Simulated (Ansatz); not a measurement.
# Sn wire along [100], 37 atoms a period, H-terminated: bands along the axis, part 2 of 2

What gap, if any, does the Sn wire along [100], 37 atoms a period, H-terminated have, and how many channels would it open?

Ansatz 0.2.0; DFT PBE, plane waves, PAW; relaxation of a wire's period; PAW set soft_1 (the session's first sound run).

So far: Set-up; Relaxation of atoms and period.

**2. Relaxation of atoms and period (continued)**

The steps of the relaxation:

| step | energy less that of the first step (eV) | largest force component (eV/Å) | pressure (GPa) | volume (Å³) |
| --- | --- | --- | --- | --- |
| 1 | 0.0000 | 0.1666 | -0.32 | 3254.10 |
| 2 | 0.0874 | 0.7351 | 0.24 | 3250.28 |
| 3 | -0.2270 | 0.0584 | -0.10 | 3255.62 |
| 4 | -0.2879 | 0.0453 | -0.02 | 3264.42 |
| 5 | -0.3609 | 0.0361 | 0.00 | 3263.09 |
| 6 | -0.3879 | 0.1372 | -0.04 | 3266.12 |
| 7 | -0.3849 | 0.0735 | 0.03 | 3257.91 |
| 8 | -0.4054 | 0.0103 | 0.00 | 3259.98 |
| 9* | -0.4059 | 0.0103 | 0.01 | 3259.98 |

Relaxation steps marked * repeat the geometry before them on a plane-wave basis chosen anew for their cell, so energy and pressure can jump there. Relaxation steps 2, 7 were tried and not accepted.

Forces are held to the 8 operations that the run works with; a distortion that breaks them can't arise in this run.

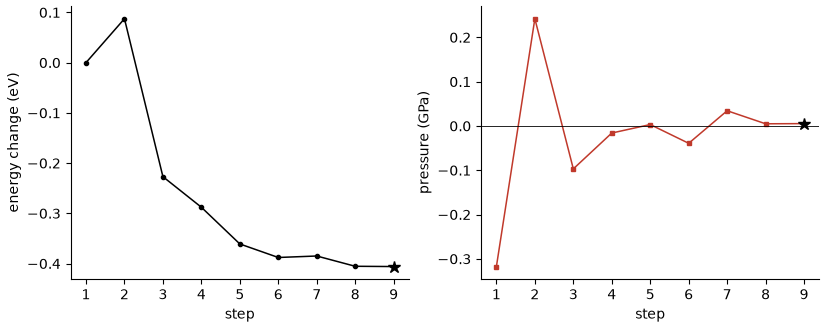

Energy and pressure along the relaxation. Stars mark steps on a basis chosen anew.

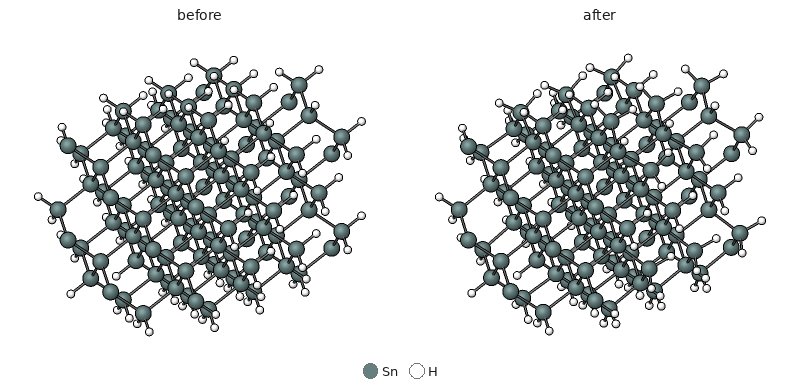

The structure before and after the relaxation, drawn at the same scale.

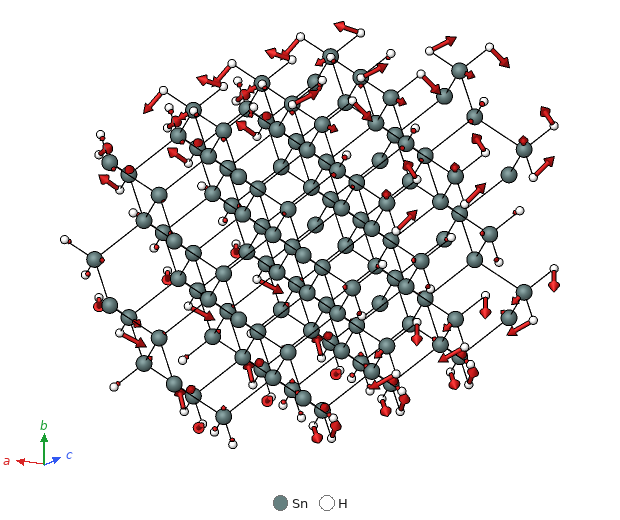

Displacements in the relaxation, exaggerated, measured against the changing cell; the longest in the cell stands for 0.47 Å. 1×1×3 cells are drawn. Some periodic images of atoms are drawn too.

| cell as run | before | after | change |
| --- | --- | --- | --- |
| c (Å) | 6.650 | 6.662 | +0.2 % |

The atoms that moved most (Å, along periodic axes as changes of fractional coordinates times the final cell, across vacuum about the mean position):

| atom | dx | dy | dz | length |
| --- | --- | --- | --- | --- |
| H42 | 0.276 | -0.176 | 0.339 | 0.471 |
| H39 | -0.176 | 0.276 | 0.339 | 0.471 |
| H62 | 0.276 | 0.176 | -0.339 | 0.471 |
| H65 | 0.176 | 0.276 | -0.339 | 0.471 |
| H61 | -0.276 | -0.176 | -0.339 | 0.471 |
| H58 | -0.176 | -0.276 | -0.339 | 0.471 |
| H44 | 0.176 | -0.276 | 0.339 | 0.471 |
| H41 | -0.276 | 0.176 | 0.339 | 0.471 |

Numbers from this step:

```
cell length along the wire : 6.662 Å
```

The cell's length comes to 6.662 Å with spin left out.

**3. The perfect wire**

This step: DFT PBE, plane waves, PAW; bands of a perfect wire; PAW set soft_1 (Ansatz 0.2.0).

At the relaxed period the bands are computed along the axis; those that cross an energy going forward count the channels that a perfect wire would open there.

The input, input.yaml:

```yaml
crystal:
  lattice:
    - [22.121, 0.0, 0.0]
    - [0.0, 22.121, 0.0]
    - [0.0, 0.0, 6.6620139557]
  atoms:
    - { symbol: Sn, position: [0.276801463, 0.276801463, 0.997009859] }
    - { symbol: Sn, position: [0.275771484, 0.575166378, 0.000659386] }
    - { symbol: Sn, position: [0.425319515, 0.425319515, 0.998853532] }
    - { symbol: Sn, position: [0.424833622, 0.724228516, 0.000659386] }
    - { symbol: Sn, position: [0.575166378, 0.275771484, 0.000659386] }
    - { symbol: Sn, position: [0.574680485, 0.574680485, 0.998853532] }
    - { symbol: Sn, position: [0.724228516, 0.424833622, 0.000659386] }
    - { symbol: Sn, position: [0.723198537, 0.723198537, 0.997009859] }
    - { symbol: H, position: [0.156258729, 0.455485344, 0.102881078] }
    - { symbol: H, position: [0.455485344, 0.156258729, 0.102881078] }
    - { symbol: H, position: [0.544514656, 0.843741271, 0.102881078] }
    - { symbol: H, position: [0.843741271, 0.544514656, 0.102881078] }
    - { symbol: H, position: [0.231180839, 0.231180839, 0.146624413] }
    - { symbol: H, position: [0.768819161, 0.768819161, 0.146624413] }
    - { symbol: Sn, position: [0.203163188, 0.5, 0.25] }
    - { symbol: Sn, position: [0.350911942, 0.350911942, 0.248940892] }
    - { symbol: Sn, position: [0.350911942, 0.649088058, 0.251059108] }
    - { symbol: Sn, position: [0.5, 0.203163188, 0.25] }
    - { symbol: Sn, position: [0.5, 0.5, 0.25] }
    - { symbol: Sn, position: [0.5, 0.796836812, 0.25] }
    - { symbol: Sn, position: [0.649088058, 0.350911942, 0.251059108] }
    - { symbol: Sn, position: [0.649088058, 0.649088058, 0.248940892] }
    - { symbol: Sn, position: [0.796836812, 0.5, 0.25] }
    - { symbol: H, position: [0.231180839, 0.768819161, 0.353375587] }
    - { symbol: H, position: [0.768819161, 0.231180839, 0.353375587] }
    - { symbol: H, position: [0.156258729, 0.544514656, 0.397118922] }
    - { symbol: H, position: [0.455485344, 0.843741271, 0.397118922] }
    - { symbol: H, position: [0.544514656, 0.156258729, 0.397118922] }
    - { symbol: H, position: [0.843741271, 0.455485344, 0.397118922] }
    - { symbol: Sn, position: [0.275771484, 0.424833622, 0.499340614] }
    - { symbol: Sn, position: [0.276801463, 0.723198537, 0.502990141] }
    - { symbol: Sn, position: [0.424833622, 0.275771484, 0.499340614] }
    - { symbol: Sn, position: [0.425319515, 0.574680485, 0.501146468] }
    - { symbol: Sn, position: [0.574680485, 0.425319515, 0.501146468] }
    - { symbol: Sn, position: [0.575166378, 0.724228516, 0.499340614] }
    - { symbol: Sn, position: [0.723198537, 0.276801463, 0.502990141] }
    - { symbol: Sn, position: [0.724228516, 0.575166378, 0.499340614] }
    - { symbol: H, position: [0.168773134, 0.294064232, 0.565162121] }
    - { symbol: H, position: [0.145738587, 0.617107742, 0.648927271] }
    - { symbol: H, position: [0.294064232, 0.168773134, 0.565162121] }
    - { symbol: H, position: [0.382892258, 0.854261413, 0.648927271] }
    - { symbol: H, position: [0.617107742, 0.145738587, 0.648927271] }
    - { symbol: H, position: [0.705935768, 0.831226866, 0.565162121] }
    - { symbol: H, position: [0.854261413, 0.382892258, 0.648927271] }
    - { symbol: H, position: [0.831226866, 0.705935768, 0.565162121] }
    - { symbol: Sn, position: [0.203150451, 0.344243153, 0.729790334] }
    - { symbol: Sn, position: [0.203150451, 0.655756847, 0.770209666] }
    - { symbol: Sn, position: [0.344243153, 0.203150451, 0.729790334] }
    - { symbol: Sn, position: [0.349893781, 0.5, 0.75] }
    - { symbol: Sn, position: [0.344243153, 0.796849549, 0.770209666] }
    - { symbol: Sn, position: [0.5, 0.349893781, 0.75] }
    - { symbol: Sn, position: [0.5, 0.650106219, 0.75] }
    - { symbol: Sn, position: [0.655756847, 0.203150451, 0.770209666] }
    - { symbol: Sn, position: [0.650106219, 0.5, 0.75] }
    - { symbol: Sn, position: [0.655756847, 0.796849549, 0.729790334] }
    - { symbol: Sn, position: [0.796849549, 0.344243153, 0.770209666] }
    - { symbol: Sn, position: [0.796849549, 0.655756847, 0.729790334] }
    - { symbol: H, position: [0.145738587, 0.382892258, 0.851072729] }
    - { symbol: H, position: [0.168773134, 0.705935768, 0.934837879] }
    - { symbol: H, position: [0.294064232, 0.831226866, 0.934837879] }
    - { symbol: H, position: [0.382892258, 0.145738587, 0.851072729] }
    - { symbol: H, position: [0.617107742, 0.854261413, 0.851072729] }
    - { symbol: H, position: [0.705935768, 0.168773134, 0.934837879] }
    - { symbol: H, position: [0.831226866, 0.294064232, 0.934837879] }
    - { symbol: H, position: [0.854261413, 0.617107742, 0.851072729] }
kpoints:
  mp_grid: { grid: [1, 1, 13] }
  band_path: { path: ["Γ", Z], npoints: 90 }
scf:
  occupations: { method: fermi_dirac, width: 0.05 }
hamiltonian:
  xc: pbe
  pseudopotentials: { kind: paw, azcp: { folder: soft_1 } }
output:
  dos: { e_range: [-5, 4] }
  write_potential: true
  write_density: true
  volumetric_format: npy
```

Command:

```console
ansatz run input.yaml --threads 4 --pin off --max-ram 16384MiB --backend cpu --events-out ev --progress --plain --runs-dir out
```

Numbers of over 12 decimals in the logs are rounded to 6 here.

What it wrote:

```text
[...]
Crystal: 65 atoms, lattice volume = 3259.981 Å³
Basis set: ecut = 420 eV, 63687 PW (Γ)
Bands: 338, of which v1, the nominal top of the filled ones, is band 273 counted from 1 (272 counted from 0)
Symmetry: 8 space group operations
[...]
k-points: 7 of 13
[...]
SCF iter   1: F=—  HF=-223339.161953 eV  |F-HF|=—  |Δ(HF+E_count)|=         —  Δρ=2.94e-2  dr2=3.00e1  ethr=3.10e-3  ⟨swp⟩=6.3  Hψ=10355  notcnv=0  defer=141
[...]
SCF iter  11: F=-223331.148402 eV  HF=-223331.148402 eV  |F-HF|=3.13e-8  |Δ(HF+E_count)|=   7.35e-7  Δρ=7.85e-7  dr2=4.08e-8  ethr=1.83e-11  ⟨swp⟩=16.3  Hψ=12315  notcnv=0
SCF 1 converged in 11 iterations: F = -223331.148402 eV  dr2 = 4.08e-8
[...]
NSCF: frozen V_eff on 91 k-points
WARN: pass on a band path, mesh or list of k-points: the 91 k-points are solved 6 at a time at the most, because the 14.40 GiB of host memory that the pass is priced against does not hold them all with the solver's workspace as planned. The pass can take longer, above all where fewer k-points are solved at a time than the run has threads. As a rule a larger memory budget leaves room for more at once. The budget is what a run with no `--max-ram-frac` typed is planned for, 0.8 of the host's memory or its container's limit. More memory there lifts it, and so does a share over 0.88 that is typed (of such a share the budget is ten elevenths): [rest of the remark cut]
WARN: The input density's exchange-correlation potential varies sharply where the density is thin. Do not read a vacuum level from v_tot or v_xc, or from such a field of the output density. On a cell that repeats whose density bears no net charge and no dipole along the vacuum's axis use v_es (v_loc + v_h of the components); under efield.dipole_correction with no amplitude use v_es + v_field, which holds any external [...]
SCF converged after 11 iterations
Free energy (F): -223331.148402 eV
[...]
Internal energy: -223331.148394 eV  (E = F + TS)
E sigma→0 (E₀):  -223331.148398 eV
Entropy (-TS):   -0.000008 eV (-0.000 meV/atom)
Fermi energy:    0.387301 eV
[...]
--- Band table (eV; the first three rows and the last of 7) ---
  k-point 0: bands = [... 269 lower, -0.3808, -0.3598, -0.3598, -0.1576, 0.9087, 1.7363, 1.7363, 1.8123, ... 61 higher]
  k-point 1: bands = [... 269 lower, -0.4251, -0.3461, -0.3461, -0.2125, 0.9870, 1.7348, 1.7348, 1.8212, ... 61 higher]
  k-point 2: bands = [... 269 lower, -0.5350, -0.3331, -0.3122, -0.3122, 1.1721, 1.5725, 1.5725, 1.7951, ... 61 higher]
  k-point 6: bands = [... 269 lower, -0.7454, -0.7432, -0.7432, -0.6570, 1.1855, 1.2449, 1.2449, 1.3038, ... 61 higher]
```

Elapsed: 1.5 h, on 4 threads of Arm Neoverse V1, shared host; peak memory 12 GiB; 6 h of CPU time.

Reading the cycles: dr2 is the Hartree energy of the density residual (eV), the measure of convergence; HF is the Harris–Foulkes estimate of the energy, which meets the free energy F at convergence.

Numbers from this step:

- band gap: 1.066 eV

Electronic bands along the path, in eV, zero at the Fermi level; v1 is the highest filled band, c1 the lowest empty one:

| point | v4 | v3 | v2 | v1 | c1 | c2 | c3 | c4 |
| --- | --- | --- | --- | --- | --- | --- | --- | --- |
| Γ | -0.77 | -0.75 | -0.75 | -0.54 | 0.52 | 1.35 | 1.35 | 1.43 |
| Z | -1.17 | -1.17 | -1.10 | -1.10 | 0.79 | 0.85 | 0.85 | 0.92 |

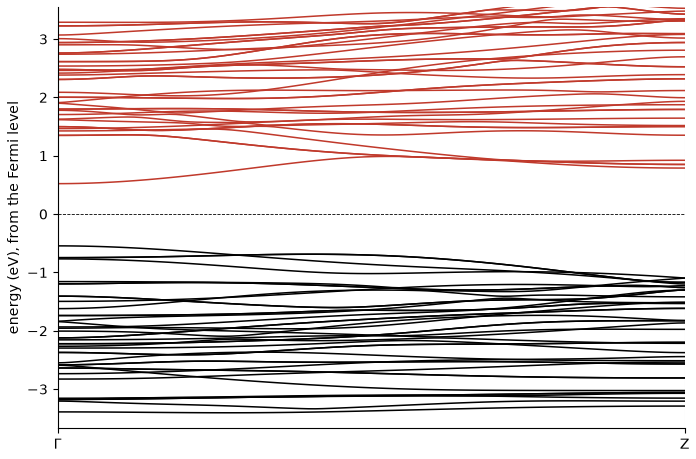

Electronic bands along the path; lines of filled and empty bands in two colours.

The gap is 1.07 eV, with spin left out.

The path shows a direct gap of 1.07 eV (valence top at Γ, conduction bottom at Γ).

**4. Another level of theory**

This step: DFT r2SCAN, plane waves, PAW; bands of a perfect wire at the PBE geometry; PAW set soft_1 (Ansatz 0.2.0).

The atoms stay at the PBE geometry and the functional changes. r2SCAN also reads the kinetic-energy density; it often gives larger moments and wider gaps than PBE, at a higher cost.

Changes to input.yaml since step 3:

```diff
@@ -72,3 +72,3 @@
 kpoints:
-  mp_grid: { grid: [1, 1, 13] }
+  mp_grid: { grid: [1, 1, 10] }
   band_path: { path: ["Γ", Z], npoints: 90 }
@@ -77,8 +77,3 @@
 hamiltonian:
-  xc: pbe
+  xc: r2scan
   pseudopotentials: { kind: paw, azcp: { folder: soft_1 } }
-output:
-  dos: { e_range: [-5, 4] }
-  write_potential: true
-  write_density: true
-  volumetric_format: npy
```

What it wrote:

```text
Engine: ansatz 0.2.0, aarch64-unknown-linux-gnu
Pseudopotentials: kind: paw
Pseudopotential: Sn, paw, valence charge 14, recommended cutoff 500 eV (meta_gga), soft_1/Sn.paw.azcp
Pseudopotential: H, paw, valence charge 1, recommended cutoff 500 eV (meta_gga), soft_1/H.paw.azcp
Functional definition: r2SCAN
  parameter k0 = 0.174
  parameter k1 = 0.065
  parameter a1 = 4.9479
  exchange = r2scan_x(k0 = k0, k1 = k1, a1 = a1)
  correlation = r2scan_c
Crystal: 65 atoms, lattice volume = 3259.981 Å³
Basis set: ecut = 500 eV, 82721 PW (Γ), exchange–correlation on 648×648×200 points (64 copies of the dense FFT grid, shifted against one another)
Bands: 338, of which v1, the nominal top of the filled ones, is band 273 counted from 1 (272 counted from 0)
Symmetry: 8 space group operations
Space group: P-42m (ITA 111), of the structure as read, at distance tolerance 1.5e-4 Å
k-points: 6 of 10
Non-local potential: Sn, projectors of the file, l = 0: 2, l = 1: 2, l = 2: 2, l = 3: 1
Non-local potential: H, projectors of the file, l = 0: 2, l = 1: 1
PAW form: soft (Blöchl's): semilocal exchange-correlation on the pseudo side does not see the compensation charge
PAW frozen core: Sn, regenerated for the run's functional (the file was generated under x = pbe(κ = 0.804, μ = 0.219515), c = pbe(β = 0.066725))
PAW one-centre angular grid: Sn, 590 points (default); XC on 160 Gauss nodes
PAW one-centre angular grid: H, 302 points (default); XC on 160 Gauss nodes
Initial density: superposition of atomic densities (neutral atoms: chi_scale 0, normalization atom)
Initial wavefunctions: pseudopotential atomic-orbital guess
Functional: x = r2scan, c = r2scan; τ floored in thin density (d = 2e-4 eV/Å³)
SCF iter   1: F=—  HF=-223870.351695 eV  |F-HF|=—  |Δ(HF+E_count)|=         —  Δρ=2.82e-2  dr2=2.70e1  dr2_τ=2.14e-1  ethr=3.10e-3  ⟨swp⟩=6.0  Hψ=7770  notcnv=0  defer=155
preconditioner: auto → Resta (q_TF=auto, 2.026 Å⁻¹)  ε∞=2.1  [insulator: Δε(μ)=1.074 eV  Ē_g=8.213 eV  σ=0.050 eV  W_gap=1.00  n_scr=444 (ndim 8)  ℏωp=8.6 eV  f_vac=0.464  D(μ)=0.00/eV (n_scr^D=0)  ε∞_Penn≈2.1  vacuum switching on, ρ_ref=4.9e-3 e/Å³]
SCF iter   2: F=—  HF=-223866.409290 eV  |F-HF|=—  |Δ(HF+E_count)|=    3.94e0  Δρ=1.27e-2  dr2=6.99e0  dr2_τ=4.57e-2  ethr=3.10e-3  ⟨swp⟩=2.3  Hψ=2716  notcnv=0  defer=321
SCF iter   3: F=—  HF=-223866.670525 eV  |F-HF|=—  |Δ(HF+E_count)|=   2.61e-1  Δρ=5.02e-3  dr2=6.81e0  dr2_τ=1.44e-2  ethr=1.28e-3  ⟨swp⟩=3.0  Hψ=2785  notcnv=0  defer=321
SCF iter   4: F=—  HF=-223865.936153 eV  |F-HF|=—  |Δ(HF+E_count)|=   7.34e-1  Δρ=1.66e-3  dr2=2.75e-1  dr2_τ=2.41e-3  ethr=1.25e-3  ⟨swp⟩=3.2  Hψ=2923  notcnv=0  defer=312
SCF iter   5: F=—  HF=-223865.998542 eV  |F-HF|=—  |Δ(HF+E_count)|=   6.24e-2  Δρ=6.10e-4  dr2=1.60e-2  dr2_τ=4.59e-4  ethr=5.03e-5  ⟨swp⟩=2.5  Hψ=2647  notcnv=0  defer=313
SCF iter   6: F=—  HF=-223866.023827 eV  |F-HF|=—  |Δ(HF+E_count)|=   2.53e-2  Δρ=2.28e-4  dr2=1.90e-3  dr2_τ=4.19e-5  ethr=2.93e-6  ⟨swp⟩=2.0  Hψ=2264  notcnv=0  defer=313
SCF iter   7: F=—  HF=-223866.029881 eV  |F-HF|=—  |Δ(HF+E_count)|=   6.05e-3  Δρ=5.13e-5  dr2=1.93e-4  dr2_τ=4.17e-6  ethr=3.48e-7  ⟨swp⟩=2.5  Hψ=3062  notcnv=0  defer=313
SCF iter   8: F=—  HF=-223866.030196 eV  |F-HF|=—  |Δ(HF+E_count)|=   3.15e-4  Δρ=1.69e-5  dr2=1.91e-5  dr2_τ=2.88e-7  ethr=3.54e-8  ⟨swp⟩=3.0  Hψ=3879  notcnv=0  defer=313
SCF iter   9: F=—  HF=-223866.030493 eV  |F-HF|=—  |Δ(HF+E_count)|=   2.97e-4  Δρ=6.70e-6  dr2=4.89e-6  dr2_τ=6.51e-8  ethr=3.50e-9  ⟨swp⟩=3.0  Hψ=3953  notcnv=0  defer=313
SCF iter  10: F=—  HF=-223866.030496 eV  |F-HF|=—  |Δ(HF+E_count)|=   3.54e-6  Δρ=2.16e-6  dr2=2.95e-7  dr2_τ=4.12e-9  ethr=8.96e-10  ⟨swp⟩=3.0  Hψ=3845  notcnv=0  defer=313
SCF iter  11: F=-223866.030497 eV  HF=-223866.030497 eV  |F-HF|=5.21e-8  |Δ(HF+E_count)|=   8.13e-7  Δρ=7.04e-7  dr2=3.57e-8  dr2_τ=5.94e-10  ethr=1.83e-11  ⟨swp⟩=15.5  Hψ=10130  notcnv=0
SCF 1 converged in 11 iterations: F = -223866.030497 eV  dr2 = 3.57e-8
[...]
NSCF: frozen V_eff on 91 k-points
WARN: pass on a band path, mesh or list of k-points: the 91 k-points are solved 5 at a time at the most, because the 14.40 GiB of host memory that the pass is priced against does not hold them all with the solver's workspace as planned. The pass can take longer, above all where fewer k-points are solved at a time than the run has threads. As a rule a larger memory budget leaves room for more at once. The budget is what a run with no `--max-ram-frac` typed is planned for, 0.8 of the host's memory or its container's limit. More memory there lifts it, and so does a share over 0.88 that is typed (of such a share the budget is ten elevenths): [rest of the remark cut]
```

Wall time 71 min (4 threads); peak memory 13 GiB.

The run was cut off at the time limit after its SCF cycle had converged; no result of it is taken.

**5. Summary of results**

* cell length, PBE: 6.662 Å
* gap, PBE: 1.07 eV

Under PBE the cell's length is 6.66 Å, and a gap of 1.07 eV makes it a semiconductor.

[Logs are printed without paths, hosts, clocks, repeated set-up lines and the standing remarks that a program may print on its own settings, such as how far it seeks lower states.]

[Hosts, paths, dates, database ids (printed as entryN), source tags and the programs' standing remarks are cut or masked in the printed files.]
